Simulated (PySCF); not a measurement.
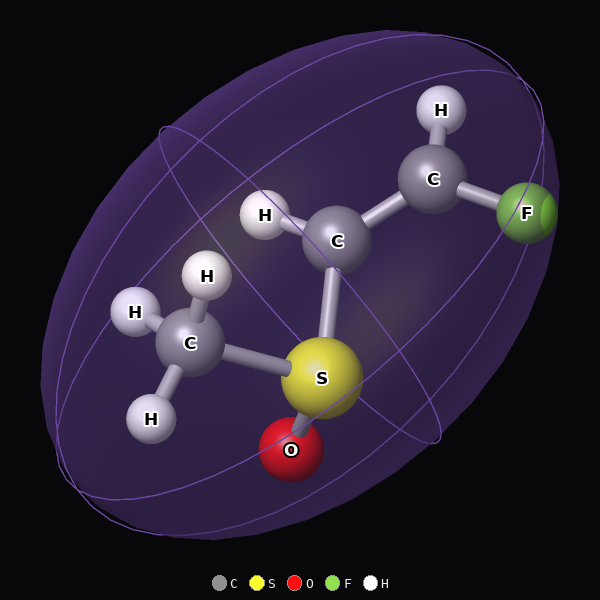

The ellipsoid shows the static dipole polarisability: its half-axes are proportional to the principal values. Geometry: a frame of a GFN2-xTB molecular-dynamics simulation, not a minimum. Method: PBE0/def2-SVPD (PySCF 2.14.0).

> How large and how anisotropic is the polarisability?

Principal values 52.4, 58.9, 83.4 bohr³; mean 64.9 bohr³ (9.62 Å³); anisotropy 28.3 bohr³, so the longest axis is 1.59 times the shortest.
